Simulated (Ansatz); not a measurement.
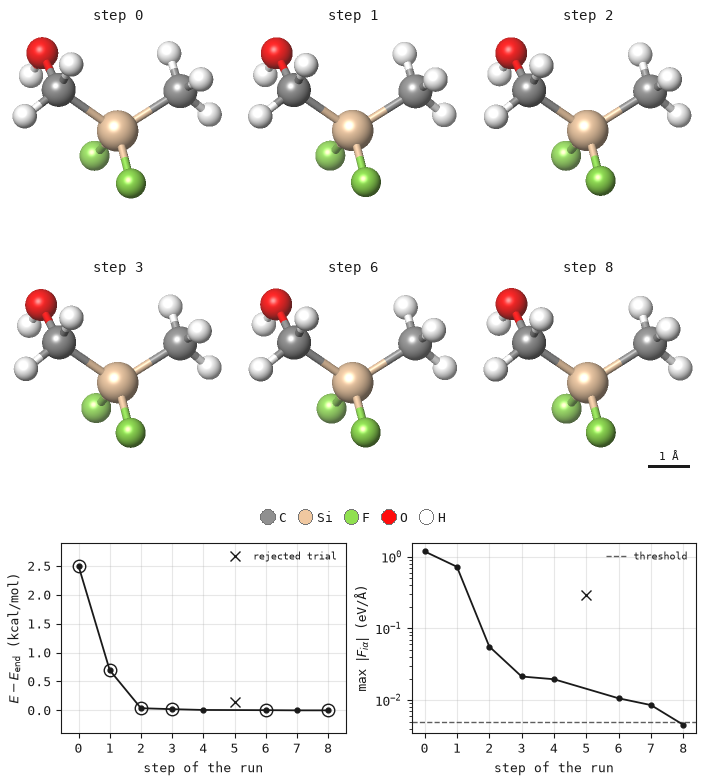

Frames of a relaxation of C2H6F2OSi, marked on the history of the run. A ball-and-stick model, seen at a tilt.

The start comes from PBE-D4/def2-SVP.

Level of theory: RKS PBE0-D4/def2-TZVP (Ansatz).

The input:
```yaml
crystal:
  periodic: [false, false, false]
  atoms:
    - {symbol: C, position_ang: [-1.566078, -0.436936, 0.637275]}
    - {symbol: Si, position_ang: [0.152367, -0.752655, 0.009152]}
    - {symbol: F, position_ang: [1.156441, -0.973919, 1.293808]}
    - {symbol: F, position_ang: [0.207671, -2.138620, -0.860921]}
    - {symbol: C, position_ang: [0.931382, 0.688984, -0.922300]}
    - {symbol: O, position_ang: [1.113621, 1.755338, 0.018806]}
    - {symbol: H, position_ang: [-1.870290, -1.194166, 1.387458]}
    - {symbol: H, position_ang: [-2.303587, -0.447546, -0.190881]}
    - {symbol: H, position_ang: [-1.593598, 0.564655, 1.113078]}
    - {symbol: H, position_ang: [0.253024, 1.068349, -1.715986]}
    - {symbol: H, position_ang: [1.876747, 0.394717, -1.441500]}
    - {symbol: H, position_ang: [1.719299, 1.416697, 0.706109]}
basis:
  gaussian: {orbitals: def2-TZVP}
hamiltonian: {xc: pbe0, dispersion: d4}
relax: {f_tol: 0.005, max_steps: 150}
```

Command:
```bash
ansatz run in.yaml --threads 4 --pin off --events-out ev --progress --plain --max-ram 10444MiB
```

> What happens along the run?

The atom that moves furthest after the best rigid fit is H12 (0.12 Å). Largest moves by element: H 0.12 Å, F 0.07 Å, O 0.07 Å, C 0.03 Å, Si 0.02 Å. Some distances before and after: Si2–F3 1.645 → 1.600 Å, Si2–F4 1.637 → 1.594 Å, C5–H11 1.118 → 1.099 Å, C1–Si2 1.857 → 1.840 Å. Among the angles between lasting bonds that change: Si2–C5–O6 107.3° → 109.8°, F4–Si2–C5 111.8° → 109.7°. After 7 accepted moves (8 points after the start) the energy has fallen by 2.50 kcal/mol. Largest force component: 1.2 eV/Å at the start, 0.0045 eV/Å at the end. The line search rejected the trial step at point 5 of the run. From step 0 to 1: F4 moves most (0.03 Å), energy −1.81 kcal/mol. From step 1 to 2: F4 moves most (0.03 Å), energy −0.66 kcal/mol. From step 2 to 3: energy −0.02 kcal/mol. From step 3 to 6: H9 moves most (0.04 Å), energy −0.02 kcal/mol. From step 6 to 8: H9 moves most (0.03 Å), energy 0.00 kcal/mol.
